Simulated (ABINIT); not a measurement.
**Beyond one shot: BN (Qingsongite)**

Wanted: G0W0 and self-consistent gaps of BN (Qingsongite), with the cost of the cycles.

Program: ABINIT 10.8.3. Level of theory: LDA and many-body steps on it, plane waves. Results are calculated unless marked as measured.

## Step 1: Starting point

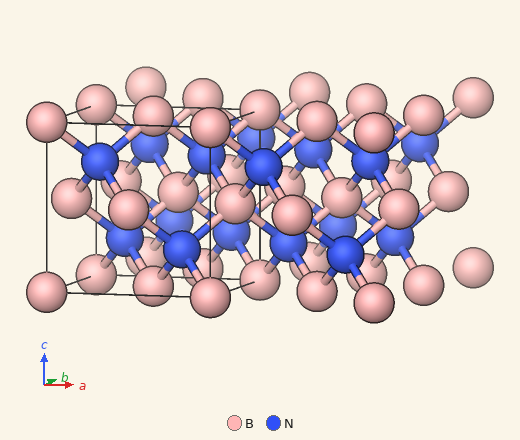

Start, viewed slightly off an axis; boron pink, nitrogen blue. 2×2×1 cells are drawn. This picture shows the conventional cell, with its axes. Bonds to atoms that aren't drawn are left out. Some periodic images of atoms are drawn too.

The cell and positions come from the Crystallography Open Database and are kept as given unless a step says otherwise.

## Step 2: Empty states on the mesh, 6×6×6 mesh, 68 bands

This step: ABINIT 10.8.3; DFT, LDA, plane waves, norm-conserving pseudopotentials.

The sums over transitions need many empty states on a uniform mesh; this step solves for them.

File run.abi:

```
acell 3*1.0 Angstrom
rprim 
  -0.000000000000 1.807500000000 1.807500000000
  1.807500000000 0.000000000000 1.807500000000
  1.807500000000 1.807500000000 -0.000000000000
ntypat 2
znucl 5 7
natom 2
typat 1 2
xred 
  0.000000000000 0.000000000000 0.000000000000
  0.250000000000 0.250000000000 0.250000000000
pp_dirpath "pseudos"
pseudos "B.upf, N.upf"
ecut 36
ngkpt 6 6 6
nshiftk 1
shiftk 0 0 0
kptopt 1
chksymbreak 0
irdden 1
istwfk *1
nband 68
prtvol 0
optdriver 6
gwr_task "HDIAGO"
paral_kgb 0
occopt 1
indata_prefix "in"
outdata_prefix "out"
tmpdata_prefix "tmp"
```

Launch:

```
> OMP_NUM_THREADS=1 mpirun -n 8 abinit run.abi > log
```

Output:

```text
.Version 10.8.3 of ABINIT. v10.8.2 released Aug 2026.

 Symmetries : space group F-4 3 m (#216); Bravais cF (face-center cubic)
[... echo of the input left out ...]
== DATASET  1 ==================================================================
-   mpi_nproc: 8, omp_nthreads: 1 (-1 if OMP is not activated)

--- !DatasetInfo
iteration_state: {dtset: 1, }
dimensions: {natom: 2, nkpt: 16, mband: 68, nsppol: 1, nspinor: 1, nspden: 1, mpw: 869, }
cutoff_energies: {ecut:  36.0, pawecutdg:  -1.0, }
[...]
Indirect band gap semiconductor
 Fundamental gap:     4.420 (eV)
   VBM:     8.006 (eV) at k: [ 0.0000E+00,  0.0000E+00,  0.0000E+00]
   CBM:    12.426 (eV) at k: [ 5.0000E-01,  5.0000E-01,  0.0000E+00]
 Direct gap:         8.748 (eV) at k: [ 0.0000E+00,  0.0000E+00,  0.0000E+00]

== END DATASET(S) ==============================================================
================================================================================

 -outvars: echo values of variables after computation  --------
           etotal      0.0000000000E+00
            nband          68
             nkpt          16
          spgroup         216
 [... the other variables as echoed above ...]

 Calculation completed.
```

Run time: 5 s. Hardware: 8 MPI ranks of Arm Neoverse N1, shared host; peak memory 0.72 GiB; 39 s of CPU time.

This step gave:

| Property | Result |
| --- | --- |
| gap | 4.420 eV |
| k of the valence top | 0, 0, 0 |
| k of the conduction bottom | 0.5, 0.5, 0 |
| least direct gap | 8.748 eV |
| k points computed | 16 |
| lowest point of the top converged band, above the valence top | 140.0992 eV |

On this mesh the gap is 4.420 eV.

The density comes from a self-consistent run that is not shown.

## Step 3: Screening, 6×6×6 mesh, 60 bands, screening to 244.9 eV

The RPA dielectric matrix is built and inverted for each q.

This step: RPA screening on LDA, plane waves, norm-conserving pseudopotentials.

Edit run.abi of step 2 so:

```diff
@@ -20,10 +20,11 @@
 chksymbreak 0
-irdden 1
 istwfk *1
-nband 68
-prtvol 0
-optdriver 6
-gwr_task "HDIAGO"
-paral_kgb 0
 occopt 1
+irdwfk 1
+optdriver 3
+nband 60
+ecuteps 9
+inclvkb 2
+awtr 1
+symchi 1
 indata_prefix "in"
```

Output:

```text
.Version 10.8.3 of ABINIT. v10.8.2 released Aug 2026.

 Symmetries : space group F-4 3 m (#216); Bravais cF (face-center cubic)
[... echo of the input left out ...]
== DATASET  1 ==================================================================
-   mpi_nproc: 8, omp_nthreads: 1 (-1 if OMP is not activated)

--- !DatasetInfo
iteration_state: {dtset: 1, }
dimensions: {natom: 2, nkpt: 16, mband: 60, nsppol: 1, nspinor: 1, nspden: 1, mpw: 869, }
cutoff_energies: {ecut:  36.0, pawecutdg:  -1.0, }
electrons: {nelect:   8.00000000E+00, charge:   0.00000000E+00, occopt:   1.00000000E+00, tsmear:   1.00000000E-02, }

 SCREENING: Calculation of the susceptibility and dielectric matrices

 Based on a program developped by R.W. Godby, V. Olevano, G. Onida, and L. Reining.
 Incorporated in ABINIT by V. Olevano, G.-M. Rignanese, and M. Torrent.
.Using double precision arithmetic ; gwpc =  8

[... cell and pseudopotentials left out ...]
--------------------------------------------------------------------------------

 ==== K-mesh for the wavefunctions ====
 Number of points in the irreducible wedge :    16
[... list of points left out ...]
 Together with 24 symmetry operations and time-reversal symmetry
 yields   216 points in the full Brillouin Zone.

 ==== Q-mesh for the screening function ====
 Number of points in the irreducible wedge :    16
[... list of points left out ...]
 Together with 24 symmetry operations and time-reversal symmetry
 yields   216 points in the full Brillouin Zone.

 setmesh: FFT mesh size selected  =    20x   20x   20
          total number of points  =         8000

 vcoul_init : cutoff-mode = AUXILIARY_FUNCTION
 q-points for optical limit:   1
     1)      0.000010    0.000020    0.000030

- screening: taking advantage of time-reversal symmetry
- Maximum band index for partially occupied states nbvw = 4
- Remaining bands to be divided among processors   nbcw = 56
- Number of bands treated by each node ~7

 Number of electrons calculated from density =    8.0000; Expected =    8.0000
 average of density, n =  0.100376
 r_s =    1.3348
 omega_plasma =   30.5612 [eV]

 calculating chi0 at frequencies [eV] :
  1    0.000000E+00    0.000000E+00
  2    0.000000E+00    3.056116E+01

--------------------------------------------------------------------------------
  q-point number  1        q = ( 0.000000, 0.000000, 0.000000) [r.l.u.]
--------------------------------------------------------------------------------
[... chi0 elements left out ...]
 For q-point:  0.000010 0.000020 0.000030
  dielectric constant =   4.4351
  dielectric constant without local fields =   4.7901

  Average fulfillment of the sum rule on Im[epsilon] for q-point    1 :     84.83  [%]
[... wings left out ...]
  q-point number  2        q = ( 0.166667, 0.000000, 0.000000) [r.l.u.]
--------------------------------------------------------------------------------
[... chi0 elements left out ...]
  Average fulfillment of the sum rule on Im[epsilon] for q-point    2 :     96.03  [%]

 [... 14 further q-points ...]
```

Run time: 11 s. Hardware: 8 MPI ranks; peak memory 0.71 GiB.

Numbers from this step:

```yaml
eps_infinity_with_local_fields_on_this_mesh_along_the_program_s_q_direction: 4.435
the_same_without_local_fields: 4.790
plasma_frequency: 30.56 eV
plane_waves_in_the_screening_matrix: 113
```

Local fields lower ε∞ by 7 %. On a Γ-centred mesh this coarse the value itself is usually too large, while a short band sum pulls it down.

## Step 4: G0W0

The self-energy is evaluated for the states that the input lists, and the levels follow from it, in one-shot runs by the linearised quasiparticle equation.

This step: G0W0 on LDA, plane waves, norm-conserving pseudopotentials.

Edit run.abi of step 3 so:

```diff
@@ -23,8 +23,19 @@
 irdwfk 1
-optdriver 3
+optdriver 4
 nband 60
+gwcalctyp 0
+ecutsigx 36
+symsigma 1
+nkptgw 3
+kptgw 
+  0.0000000000 0.0000000000 0.0000000000
+  0.5000000000 0.5000000000 0.0000000000
+  0.5000000000 0.0000000000 0.0000000000
+bdgw 
+  2 7
+  3 6
+  3 7
 ecuteps 9
-inclvkb 2
-awtr 1
-symchi 1
+irdscr 1
+ppmodel 1
 indata_prefix "in"
```

Output:

```text
.Version 10.8.3 of ABINIT. v10.8.2 released Aug 2026.

 Symmetries : space group F-4 3 m (#216); Bravais cF (face-center cubic)
[... echo of the input left out ...]
== DATASET  1 ==================================================================
-   mpi_nproc: 8, omp_nthreads: 1 (-1 if OMP is not activated)

--- !DatasetInfo
iteration_state: {dtset: 1, }
dimensions: {natom: 2, nkpt: 16, mband: 60, nsppol: 1, nspinor: 1, nspden: 1, mpw: 869, }
cutoff_energies: {ecut:  36.0, pawecutdg:  -1.0, }
electrons: {nelect:   8.00000000E+00, charge:   0.00000000E+00, occopt:   1.00000000E+00, tsmear:   1.00000000E-02, }

 SIGMA: Calculation of the GW corrections

 Based on a program developped by R.W. Godby, V. Olevano, G. Onida, and L. Reining.
 Incorporated in ABINIT by V. Olevano, G.-M. Rignanese, and M. Torrent.
.Using double precision arithmetic ; gwpc =  8

[... cell and pseudopotentials left out ...]
--------------------------------------------------------------------------------

 ==== K-mesh for the wavefunctions ====
 Number of points in the irreducible wedge :    16
[... list of points left out ...]
 Together with 24 symmetry operations and time-reversal symmetry
 yields   216 points in the full Brillouin Zone.

 ==== Q-mesh for screening function ====
 Number of points in the irreducible wedge :    16
[... list of points left out ...]
 Together with 24 symmetry operations and time-reversal symmetry
 yields   216 points in the full Brillouin Zone.

 vcoul_init : cutoff-mode = AUXILIARY_FUNCTION
 q-points for optical limit:   1
     1)      0.000010    0.000020    0.000030
 setmesh: FFT mesh size selected  =    25x   25x   25
          total number of points  =        15625

 Number of electrons calculated from density =    8.0000; Expected =    8.0000
 average of density, n =  0.100376
 r_s =    1.3348
 omega_plasma =   30.5612 [eV]

 === KS Band Gaps ===
  >>>> For spin  1
   Minimum direct gap =   8.7475 [eV], located at k-point      :   0.0000  0.0000  0.0000
   Fundamental gap    =   4.4200 [eV], Top of valence bands at :   0.0000  0.0000  0.0000
                                       Bottom of conduction at :   0.5000  0.5000  0.0000
 SIGMA fundamental parameters:
 PLASMON POLE MODEL  1
 number of plane-waves for SigmaX                  869
 number of plane-waves for SigmaC and W            113
 number of plane-waves for wavefunctions           869
 number of bands                                    60
 number of independent spin polarizations            1
 number of spinorial components                      1
 number of k-points in IBZ                          16
 number of q-points in IBZ                          16
 number of symmetry operations                      24
 number of k-points in BZ                          216
 number of q-points in BZ                          216
 number of frequencies for dSigma/dE                 9
 frequency step for dSigma/dE [eV]                0.25
 number of omega for Sigma on real axis              0
 max omega for Sigma on real axis  [eV]           0.00
 zcut for avoiding poles [eV]                     0.10

 EPSILON^-1 parameters (SCR file):
 dimension of the eps^-1 matrix on file            113
 dimension of the eps^-1 matrix used               113
 number of plane-waves for wavefunctions           869
 number of bands                                    60
 number of q-points in IBZ                          16
 number of frequencies                               2
 number of real frequencies                          1
 number of imag frequencies                          1

 matrix elements of self-energy operator (all in [eV])

 Perturbative Calculation

--- !SelfEnergy_ee
iteration_state: {dtset: 1, }
kpoint     : [   0.000,    0.000,    0.000, ]
spin       : 1
KS_gap     :    8.748
QP_gap     :   10.933
Delta_QP_KS:    2.186
data: !SigmaeeData |
     Band     E0 <VxcDFT>   SigX SigC(E0)      Z dSigC/dE  Sig(E)    E-E0       E
        2   8.006 -18.334 -22.055   2.590   0.826  -0.211 -19.268  -0.934   7.072
        3   8.006 -18.334 -22.055   2.590   0.826  -0.211 -19.268  -0.934   7.072
        4   8.006 -18.334 -22.055   2.590   0.826  -0.211 -19.268  -0.934   7.072
        5  16.753 -13.840  -7.141  -5.212   0.841  -0.188 -12.588   1.252  18.005
        6  16.753 -13.840  -7.141  -5.212   0.841  -0.188 -12.588   1.252  18.005
        7  16.753 -13.840  -7.141  -5.212   0.841  -0.188 -12.588   1.252  18.005

--- !SelfEnergy_ee
iteration_state: {dtset: 1, }
kpoint     : [   0.500,    0.500,    0.000, ]
spin       : 1
KS_gap     :    9.351
QP_gap     :   11.513
Delta_QP_KS:    2.162
data: !SigmaeeData |
     Band     E0 <VxcDFT>   SigX SigC(E0)      Z dSigC/dE  Sig(E)    E-E0       E
[...]
--- !SelfEnergy_ee
iteration_state: {dtset: 1, }
kpoint     : [   0.500,    0.000,    0.000, ]
spin       : 1
KS_gap     :   12.216
QP_gap     :   14.234
Delta_QP_KS:    2.018
data: !SigmaeeData |
     Band     E0 <VxcDFT>   SigX SigC(E0)      Z dSigC/dE  Sig(E)    E-E0       E
[...]
5  18.271 -14.773  -8.158  -5.527   0.831  -0.203 -13.869   0.904  19.175
        6  18.648 -14.038  -6.915  -5.512   0.838  -0.194 -12.688   1.350  19.998
        7  18.648 -14.038  -6.915  -5.512   0.838  -0.194 -12.688   1.350  19.998

== END DATASET(S) ==============================================================
================================================================================

 -outvars: echo values of variables after computation  --------
           etotal      0.0000000000E+00
            nband          60
             nkpt          16
          spgroup         216
 [... the other variables as echoed above ...]

 Calculation completed.
```

Run time: 6.3 s. Hardware: 8 MPI ranks; peak memory 0.79 GiB; 49 s of CPU time.

Numbers from this step:

```yaml
g0w0_gap_on_the_points_computed: 6.193 eV
starting_gap_on_the_mesh: 4.420 eV
k_of_the_valence_top: 0, 0, 0
k_of_the_conduction_bottom: 0.5, 0.5, 0
z_at_the_valence_top: 0.826
z_at_the_conduction_bottom: 0.853
least_direct_g0w0_gap_on_the_computed_points: 10.93 eV
```

The gap on the mesh goes from 4.42 eV to 6.19 eV, a correction of +1.77 eV.

## Step 5: evGW0, cycle 1

This step: evGW0 on LDA, plane waves, norm-conserving pseudopotentials.

Edit run.abi of step 4 so:

```diff
@@ -25,14 +25,40 @@
 nband 60
-gwcalctyp 0
+gwcalctyp 10
 ecutsigx 36
 symsigma 1
-nkptgw 3
+nkptgw 16
 kptgw 
   0.0000000000 0.0000000000 0.0000000000
+  0.1666666667 0.0000000000 0.0000000000
+  0.3333333333 0.0000000000 0.0000000000
+  0.5000000000 0.0000000000 0.0000000000
+  0.1666666667 0.1666666667 0.0000000000
+  0.3333333333 0.1666666667 0.0000000000
+  0.5000000000 0.1666666667 0.0000000000
+  -0.3333333333 0.1666666667 0.0000000000
+  -0.1666666667 0.1666666667 0.0000000000
+  0.3333333333 0.3333333333 0.0000000000
+  0.5000000000 0.3333333333 0.0000000000
+  -0.3333333333 0.3333333333 0.0000000000
   0.5000000000 0.5000000000 0.0000000000
-  0.5000000000 0.0000000000 0.0000000000
+  0.5000000000 0.3333333333 0.1666666667
+  -0.3333333333 0.3333333333 0.1666666667
+  -0.3333333333 0.5000000000 0.1666666667
 bdgw 
-  2 7
-  3 6
-  3 7
+  1 8
+  1 8
+  1 8
+  1 8
+  1 8
+  1 8
+  1 8
+  1 8
+  1 8
+  1 8
+  1 8
+  1 8
+  1 8
+  1 8
+  1 8
+  1 8
 ecuteps 9
```

Output:

```text
.Version 10.8.3 of ABINIT. v10.8.2 released Aug 2026.

 Symmetries : space group F-4 3 m (#216); Bravais cF (face-center cubic)
[... echo of the input left out ...]
== DATASET  1 ==================================================================
-   mpi_nproc: 8, omp_nthreads: 1 (-1 if OMP is not activated)

--- !DatasetInfo
iteration_state: {dtset: 1, }
dimensions: {natom: 2, nkpt: 16, mband: 60, nsppol: 1, nspinor: 1, nspden: 1, mpw: 869, }
cutoff_energies: {ecut:  36.0, pawecutdg:  -1.0, }
electrons: {nelect:   8.00000000E+00, charge:   0.00000000E+00, occopt:   1.00000000E+00, tsmear:   1.00000000E-02, }

 SIGMA: Calculation of the GW corrections

 Based on a program developped by R.W. Godby, V. Olevano, G. Onida, and L. Reining.
 Incorporated in ABINIT by V. Olevano, G.-M. Rignanese, and M. Torrent.
.Using double precision arithmetic ; gwpc =  8

[... cell and pseudopotentials left out ...]
--------------------------------------------------------------------------------

 ==== K-mesh for the wavefunctions ====
 Number of points in the irreducible wedge :    16
[... list of points left out ...]
 Together with 24 symmetry operations and time-reversal symmetry
 yields   216 points in the full Brillouin Zone.

 ==== Q-mesh for screening function ====
 Number of points in the irreducible wedge :    16
[... list of points left out ...]
 Together with 24 symmetry operations and time-reversal symmetry
 yields   216 points in the full Brillouin Zone.

 vcoul_init : cutoff-mode = AUXILIARY_FUNCTION
 q-points for optical limit:   1
     1)      0.000010    0.000020    0.000030
 setmesh: FFT mesh size selected  =    25x   25x   25
          total number of points  =        15625

 Number of electrons calculated from density =    8.0000; Expected =    8.0000
[...]
QP_gap     :   16.431
Delta_QP_KS:    2.521
data: !SigmaeeData |
     Band     E_DFT   <VxcDFT>   E(N-1)  <Hhartree>   SigX  SigC[E(N-1)]    Z     dSigC/dE  Sig[E(N)]  DeltaE  E(N)_pert E(N)_diago
[...]
--- !SelfEnergy_ee
iteration_state: {dtset: 1, }
kpoint     : [  -0.333,    0.500,    0.167, ]
spin       : 1
KS_gap     :   13.901
QP_gap     :   16.339
Delta_QP_KS:    2.438
data: !SigmaeeData |
     Band     E_DFT   <VxcDFT>   E(N-1)  <Hhartree>   SigX  SigC[E(N-1)]    Z     dSigC/dE  Sig[E(N)]  DeltaE  E(N)_pert E(N)_diago
[...]
7    22.977   -15.280    22.977    38.258    -6.654    -6.854     0.818    -0.223   -13.831     1.449    24.426    24.749
        8    24.653   -15.692    24.653    40.345    -6.704    -7.041     0.801    -0.249   -14.134     1.559    26.212    26.600

 New Fermi energy :        3.727368E-01 Ha ,    1.014268E+01 eV
 New Exchange energy :    -3.376250E+00 Ha ,   -9.187243E+01 eV

 === QP Band Gaps ===
  >>>> For spin  1
   Minimum direct gap =  11.3659 [eV], located at k-point      :   0.0000  0.0000  0.0000
   Fundamental gap    =   6.5347 [eV], Top of valence bands at :   0.0000  0.0000  0.0000
                                       Bottom of conduction at :   0.5000  0.5000  0.0000

 writing QP data on file : out_QPS

 Convergence of QP corrections
 >>>>> For spin  1 <<<<<
.  kptgw no:  1; Maximum DeltaE = (  -1.857   0.020) for band index:  1
.  kptgw no:  2; Maximum DeltaE = (  -1.877   0.036) for band index:  1
.  kptgw no:  3; Maximum DeltaE = (  -1.899   0.019) for band index:  1
[...]
.  kptgw no: 15; Maximum DeltaE = (  -1.918   0.003) for band index:  1
.  kptgw no: 16; Maximum DeltaE = (  -1.934   0.006) for band index:  1

== END DATASET(S) ==============================================================
================================================================================

 -outvars: echo values of variables after computation  --------
           etotal      0.0000000000E+00
            nband          60
             nkpt          16
          spgroup         216
 [... the other variables as echoed above ...]

 Calculation completed.
```

Elapsed: 93 s, on 8 MPI ranks; peak memory 0.97 GiB.

Numbers from this step:

```
quasiparticle gap on the mesh                         : 6.535 eV
gap of the density functional on the mesh             : 4.420 eV
k of the valence top                                  : 0, 0, 0
k of the conduction bottom                            : 0.5, 0.5, 0
Z at the valence top                                  : 0.826
Z at the conduction bottom                            : 0.853
least direct quasiparticle gap on the computed points : 11.37 eV
```

Against G0W0 in ABINIT (6×6×6 mesh, 60 bands, screening to 244.9 eV, Godby-Needs plasmon pole), the gap moves by +0.342 eV. This first cycle still uses the starting levels; it takes the full correction, at all points of the mesh, and its linearised value is 6.193 eV.

## Step 6: evGW0, cycle 2

The corrected levels of the last cycle go back in.

Edit run.abi of step 5 so:

```diff
@@ -66,2 +66,3 @@
 ppmodel 1
+irdqps 1
 indata_prefix "in"
```

Output:

```text
.Version 10.8.3 of ABINIT. v10.8.2 released Aug 2026.

 Symmetries : space group F-4 3 m (#216); Bravais cF (face-center cubic)
[... echo of the input left out ...]
== DATASET  1 ==================================================================
-   mpi_nproc: 8, omp_nthreads: 1 (-1 if OMP is not activated)

--- !DatasetInfo
iteration_state: {dtset: 1, }
dimensions: {natom: 2, nkpt: 16, mband: 60, nsppol: 1, nspinor: 1, nspden: 1, mpw: 869, }
cutoff_energies: {ecut:  36.0, pawecutdg:  -1.0, }
[...]
.  kptgw no:  3; Maximum DeltaE = (   0.153   0.024) for band index:  1
[...]
.  kptgw no: 15; Maximum DeltaE = (  -0.150  -0.000) for band index:  7
.  kptgw no: 16; Maximum DeltaE = (  -0.155  -0.000) for band index:  8

== END DATASET(S) ==============================================================
================================================================================

 -outvars: echo values of variables after computation  --------
           etotal      0.0000000000E+00
            nband          60
             nkpt          16
          spgroup         216
 [... the other variables as echoed above ...]

 Calculation completed.
```

Wall time 93 s (8 MPI ranks); peak memory 0.97 GiB.

Numbers from this step:

```yaml
quasiparticle_gap_on_the_mesh: 6.425 eV
gap_of_the_density_functional_on_the_mesh: 4.420 eV
k_of_the_valence_top: 0, 0, 0
k_of_the_conduction_bottom: 0.5, 0.5, 0
least_direct_quasiparticle_gap_on_the_computed_points: 11.21 eV
```

Against the cycle before, the gap moves by −0.110 eV.

(Continued in part 2 of 3.)

[Paths, hosts, dates, memory and timing lines, banners, echoed tables and standing remarks are left out of the program output.]

[Logs are printed without paths, hosts, clocks, repeated set-up lines and the standing remarks that a program may print on its own settings, such as how far it seeks lower states.]

[Runs of the session that timed out or met a known fault of the program may be left out.]

[Hosts, paths, dates, database ids (printed as entryN), source tags and the programs' standing remarks are cut or masked in the printed files.]

[G0W0 gaps are taken among the corrected bands and points alone; a level outside them can change the order at an edge.]

[Where Ansatz stands beside ABINIT at settings called matched, ABINIT's density can come from a denser mesh and the files from another edition; pairs whose starting gaps differed by over 0.03 eV were left out, so agreement reads better than it is.]
